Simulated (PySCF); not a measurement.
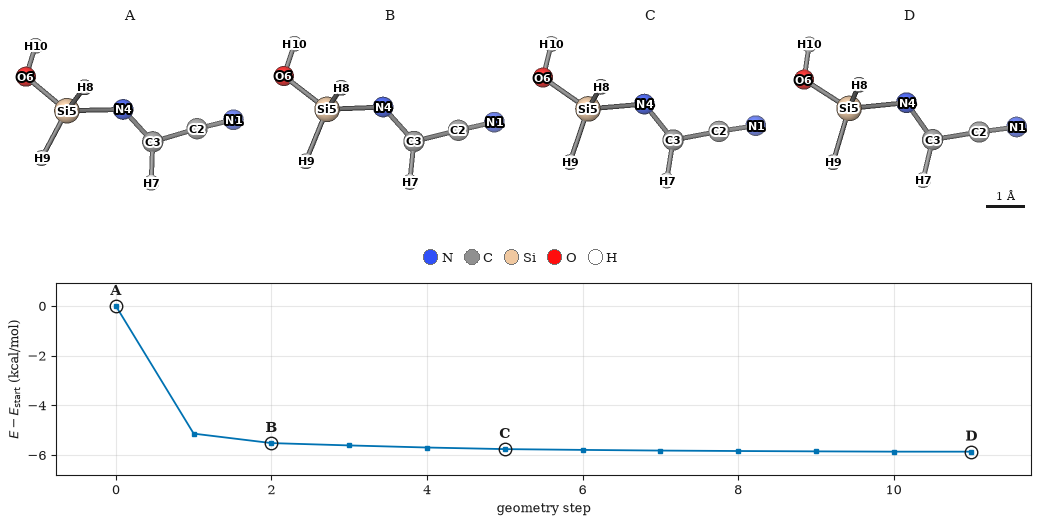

Frames of a relaxation of C₂H₄N₂OSi, marked on the history of the run. The picture is a ball-and-stick view, seen at a tilt.

The start comes from GFN2-xTB. Its atoms were then displaced at random by about 0.01 Å.

All numbers below come from PBE0-D3(BJ)/def2-SVP geometry optimisation, gas phase (PySCF 2.14.0, density-fitted response routines). 

What happens along the run?

Answer. The largest move after the best rigid fit is that of H9, 0.33 Å. Largest moves by element: H 0.33 Å, N 0.21 Å, O 0.11 Å, C 0.10 Å, Si 0.09 Å. Near-neighbour distances that change, for instance: Si5–H9 1.430 → 1.490 Å, C3–N4 1.207 → 1.263 Å, Si5–O6 1.622 → 1.652 Å, Si5–H8 1.464 → 1.490 Å. Among the angles between lasting bonds that change: C3–N4–Si5 132.9° → 124.4°, N4–Si5–H9 118.3° → 111.7°, N4–Si5–H8 100.4° → 105.1°. The energy falls by 5.86 kcal/mol in 11 geometry steps. From step 0 to 2: H9 moves most (0.15 Å), energy −5.51 kcal/mol. From step 2 to 5: H9 moves most (0.12 Å), energy −0.24 kcal/mol. From step 5 to 11: H7 moves most (0.14 Å), energy −0.10 kcal/mol.
